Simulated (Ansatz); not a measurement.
Scan of H₂F, doublet: collinear H-F-H surface. Scanned: H-F distance and F-H distance.

Cartesian coordinates as functions of the variables (Å; names that start with a are angles):
```
H  0  0  -r1
F  0  0  0
H  0  0  r2
```

Level of theory: CCSDT(Q) on UHF/cc-pVDZ, frozen core (Ansatz, an electronic-structure program).

Energy in mEh above the lowest grid point; x is the H-F distance (Å), y the F-H distance (Å).

| y \ x | 0.78 | 0.83 | 0.92 | 0.97 | 1.10 | 1.16 | 1.28 | 1.37 | 1.53 | 1.73 | 1.95 | 2.16 | 2.67 |
|---|---|---|---|---|---|---|---|---|---|---|---|---|---|
| 2.67 | 31.7 | 11.5 | 0.0 | 2.4 | 23.6 | 37.1 | 65.9 | 87.0 | 120.4 | 152.4 | 175.4 | — | 198.3 |
| 2.28 | 33.4 | 13.1 | 1.5 | 3.9 | 24.9 | 38.3 | 67.0 | 88.0 | 121.2 | 152.9 | 175.4 | 186.9 | — |
| 1.93 | 39.0 | 18.6 | 6.7 | 8.9 | 29.5 | 42.6 | 70.6 | 91.1 | 123.1 | 152.2 | 168.9 | 173.4 | 173.7 |
| 1.75 | 45.4 | 24.9 | 12.7 | 14.7 | 34.5 | 47.2 | 74.3 | 93.8 | 123.1 | 146.1 | 154.7 | 155.6 | 155.0 |
| 1.49 | 63.4 | 42.4 | 29.3 | 30.6 | 47.8 | 58.9 | 81.1 | 95.3 | 111.2 | 116.5 | 115.6 | 114.1 | 112.7 |
| 1.39 | 74.8 | 53.5 | 39.6 | 40.3 | 55.3 | 64.7 | 82.3 | 91.7 | 98.8 | 98.1 | 95.2 | 93.2 | 91.5 |
| 1.30 | 88.3 | 66.5 | 51.5 | 51.3 | 62.7 | 69.7 | 80.6 | 84.4 | 83.9 | 79.2 | 74.9 | 72.5 | 70.7 |
| 1.18 | 112.1 | 89.3 | 71.6 | 69.3 | 72.3 | 73.7 | 72.6 | 68.8 | 60.6 | 52.3 | 46.8 | 43.9 | 41.8 |
| 1.07 | 141.2 | 116.7 | 94.4 | 88.6 | 78.4 | 73.2 | 61.3 | 52.7 | 40.0 | 29.5 | 23.1 | 19.9 | 17.5 |
| 1.01 | 160.4 | 134.5 | 108.5 | 99.7 | 80.9 | 72.3 | 56.1 | 45.6 | 31.2 | 19.9 | 13.0 | 9.7 | 7.2 |
| 0.91 | 198.8 | 169.7 | 135.5 | 121.1 | 89.2 | 76.5 | 55.1 | 42.5 | 26.2 | 13.8 | 6.4 | 2.8 | 0.1 |
| 0.85 | 227.7 | 196.3 | 156.9 | 139.5 | 101.9 | 87.6 | 64.2 | 50.7 | 33.6 | 20.8 | 13.1 | 9.4 | 6.6 |
| 0.78 | 272.6 | 238.9 | 194.5 | 174.7 | 132.5 | 116.8 | 91.7 | 77.5 | 59.7 | 46.4 | 38.5 | 34.7 | 31.7 |

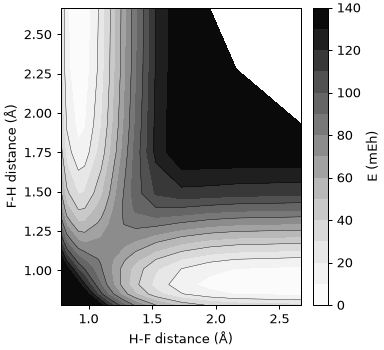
Figure: Energy surface, cut off at 140 mEh.

Points that lie below all their neighbours on the grid (none is named beside a point without a result): x = 0.92, y = 2.67 on the edge of the grid (0.0 mEh); x = 2.67, y = 0.91 on the edge of the grid (0.1 mEh). The lowest path on the grid from the first to the second passes x = 1.28, y = 1.18 at 72.6 mEh.

Dashes: no converged value, or the column stops at the first point that the program doubted or that broke a chosen test of continuity, which isn't proof of a fault.
